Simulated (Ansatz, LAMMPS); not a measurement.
# Static equation of state of glassy 97GeO2-3Na2O (mol %) (93 atoms)

Density of this cell: 3.92 g/cm³. The cell holds 93 atoms: 30 Ge, 2 Na and 61 O. Cell: a = 10.663 Å, b = 11.240 Å, c = 11.367 Å, α = 91.9°, β = 85.7°, γ = 92.4°. The starting structure: 93 atoms (30 Ge, 2 Na, 61 O) placed at random at 3.66 g/cm³, melted at 4000 K for 10 ps at fixed volume with the Morse and Coulomb pair potential with partial charges (Pedone, Malavasi, Menziani, Cormack and Segre, J. Phys. Chem. B 110, 11780 (2006)). Quenched from 4000 K to 300 K at 60 K/ps and fixed volume, held 10 ps at zero pressure.

Calculated with Ansatz 0.2.0: Kohn-Sham DFT, PBE, PAW (set soft_2), plane waves; cutoff 420 eV, Γ point, fermi-dirac smearing of 0.05 eV. Cell and atoms were relaxed first, to V0 = 14.589 Å³ an atom at a residual P0 = 0.022 GPa. The cell was then scaled evenly, and the atoms were relaxed at each volume.

```
volume (Å³/atom)  pressure (GPa)
          13.131           5.549
          13.714               ?
          14.152           1.501
          15.027          -1.315
          15.465          -2.588
```

**Question.** Fit the third-order Birch–Murnaghan equation to the rows given and interpolate to the withheld row.

Worked fit:

Take the Eulerian strain f = ½[(V0/V)^(2/3) − 1] and the normalised pressure F = (P − P0) / [3f(1 + 2f)^(5/2)]. The third-order Birch–Murnaghan equation is then the line F = B0 + (3/2)B0(B′ − 4) f, so u = f and v = F.

| u = f | v = F (GPa) |
| --- | --- |
| 0.0363828 | 42.4841 |
| 0.0102569 | 45.7030 |
| -0.00975660 | 47.9706 |
| -0.0190506 | 50.3192 |

With n = 4: mean u = 0.00445815, mean v = 46.6192, Σ(u − ū)² = 0.0018075, Σ(u − ū)(v − v̄) = -0.24352. Slope b = -0.24352 / 0.0018075 = -134.72; intercept a = v̄ − b ū = 47.220.

So B0 = a = 47.2 GPa and B′ = 4 + 2b/(3a) = 2.10. At the withheld volume f = 0.02106, F = a + b f = 44.38 GPa, and P = P0 + 3f(1 + 2f)^(5/2) F.

Prediction at 13.714: 3.130 GPa. The run gave 3.081 GPa, so the fit is high by 0.049 GPa (1.6 % of the value).

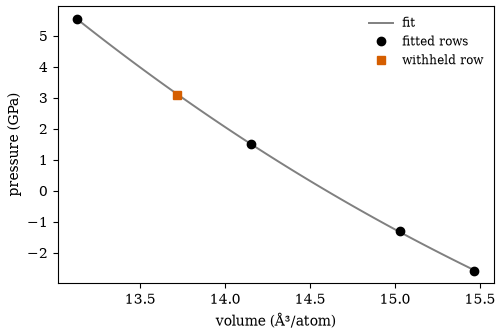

The fit, the rows that it rests on and the withheld row.

Among the rows given, the largest miss of the fit is at 15.465, by 0.028 GPa (0.34 % of the range of the table).

Limits: Static cells at zero temperature; the cell shape is held. The program notes that the SCF threshold of these relaxations is loose for the stress. The quench rate of 60 K/ps is many orders above laboratory rates, so the cell is likely richer in defects and strain than a real sample. The network of bonds at the start is that of the classical potential that made the cell, and needn't be the one that DFT or experiment would give. Only the Γ point is sampled, in a cell whose shortest periodic width is 11 Å.

[Logs are printed without paths, hosts, clocks, repeated set-up lines and the standing remarks that a program may print on its own settings, such as how far it seeks lower states.]

[Hosts, paths, dates, database ids (printed as entryN), source tags and the programs' standing remarks are cut or masked in the printed files.]
